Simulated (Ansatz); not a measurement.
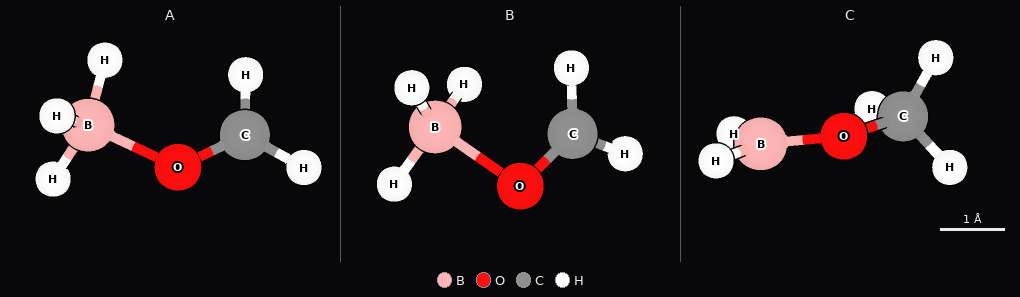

Three geometries of CH5BO: a saddle point and the two minima that it joins, in shuffled order. Style: ball-and-stick. Shown at a tilt. Sticks join atoms that are closer than about 1.2 times the sum of their covalent radii (a little more with hydrogen).

Stationary points at PBE0-D4/def2-TZVP, single-point energies with B2PLYP, wB97M-V, RPA@PBE, r2SCAN-D4, B97M-V, PBE0-D4 (def2-TZVPP where no basis is named; Ansatz 0.2.0). The energies are electronic, without zero-point or thermal terms, and both ends are the minima reached downhill from the saddle, with any fragments still in contact.

**Which frame is the transition state, what reaction does it lead through, and what barrier is to be expected?**

Frame B is the saddle point. From C over the saddle to A, a bond forms: B–H (2.53 → 1.23 → 1.21 Å). A bond breaks: C–H (1.09 → 2.16 → 2.57 Å). Bonds that stay but change much: B–O (1.34 → 1.73 → 1.60 Å). The saddle has one imaginary mode, 453i cm⁻¹. With B2PLYP the barrier is 60.7 kcal/mol from C and 15.1 kcal/mol from A, and A lies 45.6 kcal/mol above C.

```tsv
level	barrier from C (kcal/mol)	barrier from A (kcal/mol)	A less C (kcal/mol)
B2PLYP	60.7	15.1	45.6
wB97M-V	60.1	14.3	45.9
RPA@PBE	59.4	14.5	44.9
r2SCAN-D4	58.2	13.7	44.5
B97M-V	59.5	14.9	44.6
PBE0-D4	59.8	14.0	45.8
```
